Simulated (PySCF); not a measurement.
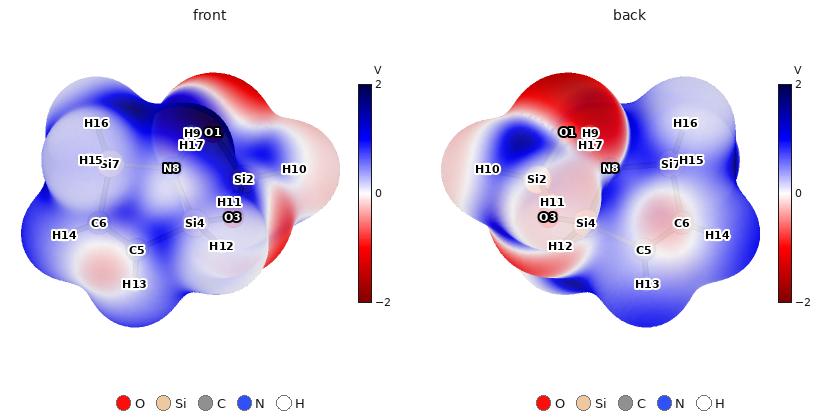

The picture shows: C2H9NO2Si3. The molecular electrostatic potential painted on the density surface at 0.002 e/bohr³, seen from the front and from behind; the colour scale runs from red (negative) to blue (positive).

Geometry: GFN2-xTB.

Level of theory: B3LYP/def2-SVPD, SCF density, gas phase (PySCF).

```yaml
atoms:
  - { symbol: O, position_ang: [-1.8789, 0.7842, 1.5296] }
  - { symbol: Si, position_ang: [-2.5925, -0.3970, 0.6808] }
  - { symbol: O, position_ang: [-1.7082, -0.7025, -0.6637] }
  - { symbol: Si, position_ang: [-0.2354, -0.3439, -1.2308] }
  - { symbol: C, position_ang: [1.1407, -1.4375, -0.5608] }
  - { symbol: C, position_ang: [2.1077, -0.8113, 0.1079] }
  - { symbol: Si, position_ang: [1.9183, 1.0541, 0.2538] }
  - { symbol: N, position_ang: [0.3583, 1.1273, -0.5013] }
  - { symbol: H, position_ang: [-1.0213, 1.0765, 1.2083] }
  - { symbol: H, position_ang: [-3.8763, 0.0694, 0.1758] }
  - { symbol: H, position_ang: [-2.6166, -1.6300, 1.4573] }
  - { symbol: H, position_ang: [-0.4196, -0.2668, -2.6747] }
  - { symbol: H, position_ang: [1.1586, -2.5101, -0.7063] }
  - { symbol: H, position_ang: [2.9429, -1.3519, 0.5351] }
  - { symbol: H, position_ang: [2.9419, 1.7892, -0.4989] }
  - { symbol: H, position_ang: [1.8178, 1.5499, 1.6332] }
  - { symbol: H, position_ang: [-0.0445, 2.0123, -0.7553] }
```

### Where is the surface potential most negative and most positive?

The most negative region (about −1.5 V, or −35 kcal/mol for a unit charge) lies over O1, the most positive (about +1.9 V, or +44 kcal/mol for a unit charge) over Si7 and H17. O1 is the likeliest acceptor of a hydrogen bond.

### How polar is the molecule by this calculation?

Its dipole moment is 2.10 D.
